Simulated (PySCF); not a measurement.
# C$_{4}$H$_{12}$AlN: what the fields show

```xyz
18

C     1.8009   -0.8244   -1.2709
C     1.2293   -0.1221   -0.2922
C     2.0490    0.3120    0.8950
Al   -0.7032    0.2984   -0.6547
C    -1.6930    1.7392    0.3147
N    -1.5555   -1.3938    0.2436
H     2.8435   -1.1239   -1.2846
H     1.2137   -1.1268   -2.1310
H     1.6539   -0.1354    1.8086
H     3.0993    0.0323    0.7953
H     1.9811    1.3937    1.0114
H    -1.1542   -0.1242   -2.0922
H    -1.3455    2.7373    0.0253
H    -2.7698    1.7337    0.1060
H    -1.5945    1.7009    1.4067
H    -1.4326   -1.4404    1.2509
H    -1.0843   -2.1895   -0.1763
H    -2.5468   -1.4607    0.0327
```

Geometry: GFN2-xTB.

Theory: PySCF 2.14.0, PBE0/pcSseg-1, SCF density, gas phase, non-relativistic.

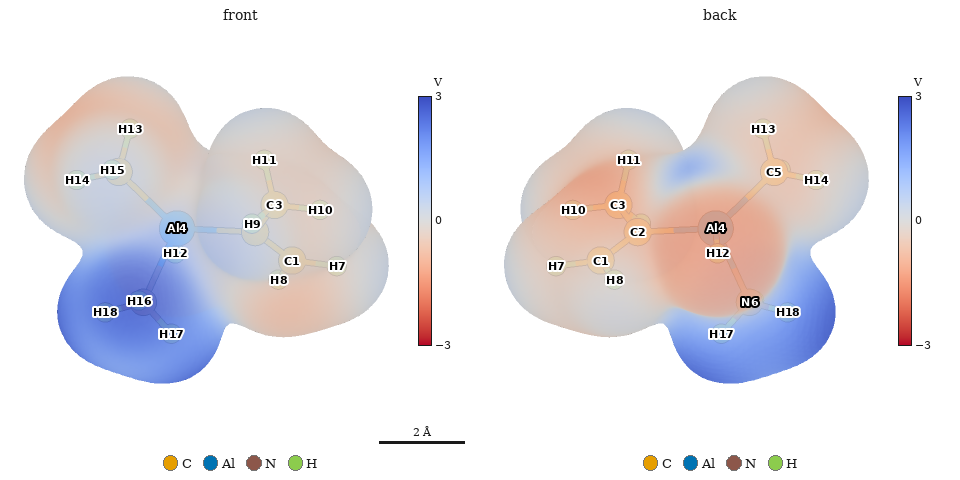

Figure 1. The electrostatic potential painted on the density surface at 0.002 e/bohr³, seen from the front and from behind; the colour scale runs from red (negative) to blue (positive).

> Where is the surface potential most negative and most positive?

The most negative region (about −1.3 V) lies over H12, the most positive (about +2.5 V) over H16 and H18.

> How polar is the molecule by this calculation?

Its dipole moment is 4.76 D.

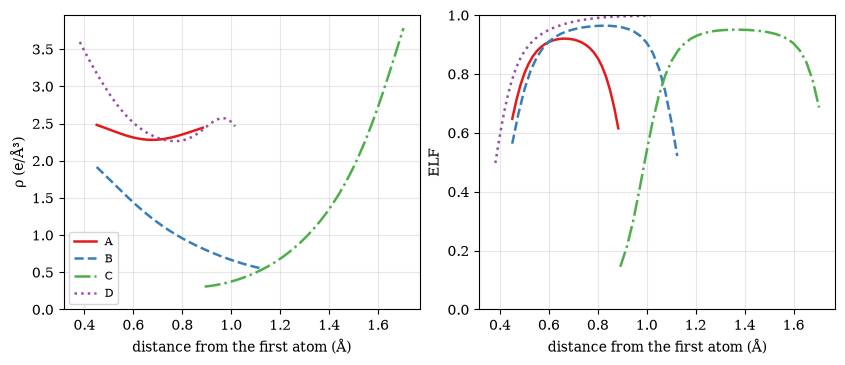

Figure 2. Total electron density and ELF along straight lines between neighbouring atoms. The curves leave out the atomic cores.

> Which curve belongs to which contact (Al–N, C–Al, C–C and N–H)? The first atom named is at distance zero.

Curve A: C–C (1.33 Å): ρ at the midpoint is about 2.3 e/Å³; the ELF peaks at about 0.90 between the atoms (a multiple bond). Curve B: C–Al (2.00 Å): ρ at the midpoint is about 0.67 e/Å³; the ELF peaks at about 0.95 between the atoms, as expected for a shared but strongly polarised pair. Curve C: Al–N (2.10 Å): ρ is about 0.43 e/Å³ halfway; the ELF peaks at about 0.95 in the valence shell of N, 0.7 Å from its nucleus, and is about 0.70 at the midpoint. Curve D: N–H (1.02 Å): the density is about 2.9 e/Å³ at the midpoint; the ELF climbs to about 1 towards the hydrogen, as it does in any bond to H; a covalent bond by its length.
